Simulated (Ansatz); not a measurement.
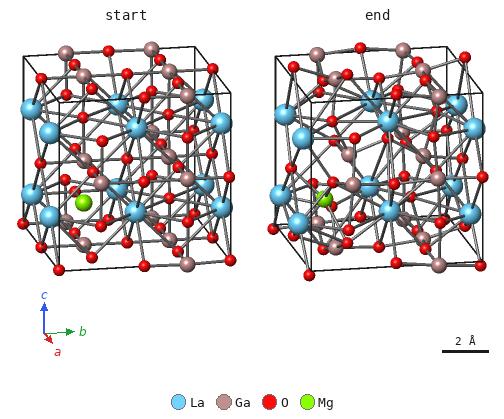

The structure of a defect cell of composition La₈Ga₈O₂₄Mg before (left) and after (right) a relaxation, at one scale.

The picture is a ball-and-stick view of the cell of the calculation (origin shifted), seen slightly off an axis.

Theory: DFT, PBEsol, PAW, plane waves in Ansatz 0.2.0.

Input file:
```yaml
crystal:
  lattice:
    - [7.729308, 0.000000, 0.000000]
    - [0.000000, 7.729308, 0.000000]
    - [0.000000, 0.000000, 7.729308]
  atoms:
    - { symbol: La, position: [0.000677, 0.997582, 0.001846] }
    - { symbol: La, position: [0.001399, 0.000664, 0.497046] }
    - { symbol: La, position: [0.998159, 0.500494, 0.001522] }
    - { symbol: La, position: [0.992865, 0.498454, 0.497721] }
    - { symbol: La, position: [0.503502, 0.000869, 0.999573] }
    - { symbol: La, position: [0.504767, 0.002375, 0.501513] }
    - { symbol: La, position: [0.502261, 0.506528, 0.999356] }
    - { symbol: La, position: [0.500189, 0.501052, 0.501107] }
    - { symbol: Ga, position: [0.248003, 0.250290, 0.251797] }
    - { symbol: Ga, position: [0.248877, 0.253422, 0.749834] }
    - { symbol: Ga, position: [0.253871, 0.749098, 0.252568] }
    - { symbol: Ga, position: [0.251491, 0.746269, 0.746321] }
    - { symbol: Ga, position: [0.757544, 0.248977, 0.252517] }
    - { symbol: Ga, position: [0.745314, 0.250047, 0.753923] }
    - { symbol: Ga, position: [0.750394, 0.750630, 0.244808] }
    - { symbol: Ga, position: [0.746911, 0.752389, 0.750313] }
    - { symbol: O, position: [0.248582, 0.246224, 0.006950] }
    - { symbol: O, position: [0.244448, 0.746516, 0.995904] }
    - { symbol: O, position: [0.253043, 0.749246, 0.500750] }
    - { symbol: O, position: [0.749868, 0.253696, 0.004851] }
    - { symbol: O, position: [0.750768, 0.245674, 0.500541] }
    - { symbol: O, position: [0.748042, 0.751961, 0.996613] }
    - { symbol: O, position: [0.750126, 0.753394, 0.496738] }
    - { symbol: O, position: [0.004037, 0.247988, 0.253195] }
    - { symbol: O, position: [0.002232, 0.251669, 0.753454] }
    - { symbol: O, position: [0.003118, 0.746847, 0.253201] }
    - { symbol: O, position: [0.001000, 0.753290, 0.751676] }
    - { symbol: O, position: [0.500981, 0.244980, 0.245924] }
    - { symbol: O, position: [0.496343, 0.251988, 0.751120] }
    - { symbol: O, position: [0.499856, 0.747358, 0.252152] }
    - { symbol: O, position: [0.495209, 0.750699, 0.752357] }
    - { symbol: O, position: [0.247491, 0.002869, 0.251388] }
    - { symbol: O, position: [0.247701, 0.998333, 0.748870] }
    - { symbol: O, position: [0.246941, 0.503838, 0.249957] }
    - { symbol: O, position: [0.251148, 0.502639, 0.748297] }
    - { symbol: O, position: [0.748136, 0.001408, 0.253800] }
    - { symbol: O, position: [0.747153, 0.994754, 0.748524] }
    - { symbol: O, position: [0.751605, 0.499508, 0.249467] }
    - { symbol: O, position: [0.744355, 0.498216, 0.747889] }
    - { symbol: O, position: [0.997194, 0.251824, 0.498034] }
    - { symbol: Mg, position: [0.252129, 0.249350, 0.501535] }
  symmetry: { detect: false }
kpoints:
  mp_grid: { grid: [1, 1, 1], shift: [0.25, 0.25, 0.25] }
hamiltonian:
  xc: pbesol
scf:
  occupations: { method: fermi_dirac, width: 0.01 }
relax:
  f_tol: 0.03
  max_steps: 80
  escape_saddle: false
  adjacent_minimum: "off"
output:
  forces: true
  eigenvalues: true
  populations: true
```

Run as
```bash
ansatz run in.yaml --threads 8 --pin off --max-ram 13300MiB --runs-dir r --events-out ev --progress --plain
```

Question: What changed between the two?

Answer: The largest move is that of O35, 1.01 Å along [0 1 3]. Largest moves by element: O 1.01 Å, Mg 0.82 Å, Ga 0.66 Å, La 0.51 Å. The cell stays as it was. Among the contacts that change: La7–O29 2.748 → 3.627 Å, Ga9–O40 2.717 → 1.869 Å, La4–Mg41 2.779 → 3.592 Å, La5–O28 2.681 → 3.426 Å. New bonds form: Ga9–O40 (2.72 → 1.87 Å), O28–Mg41 (2.76 → 2.26 Å), O29–Mg41 (2.70 → 1.97 Å), O32–Mg41 (2.71 → 2.16 Å). Bonds break: Ga10–O29 (1.91 → 2.55 Å), Ga10–O33 (1.97 → 2.64 Å), La7–O29 (2.75 → 3.63 Å). Among the angles between lasting bonds that change: La2–O40–La4 179.7° → 124.5°, Ga10–O35–Ga12 179.5° → 127.2°, Ga9–O17–Ga10 177.4° → 135.8°. After 21 accepted moves (23 points after the start) the energy has fallen by 14.511 eV per cell of the calculation. Largest force component: 11 eV/Å at the start, 0.03 eV/Å at the end. The line search rejected the trial steps at points 19, 22 of the run. The run took 70 s on 8 threads of Intel(R) Xeon(R) Platinum 8488C, peak memory 1.1 GiB.

Limits of the set-up: the periodic images lie only 7.7 Å apart, so the values are limited by the cell's size.
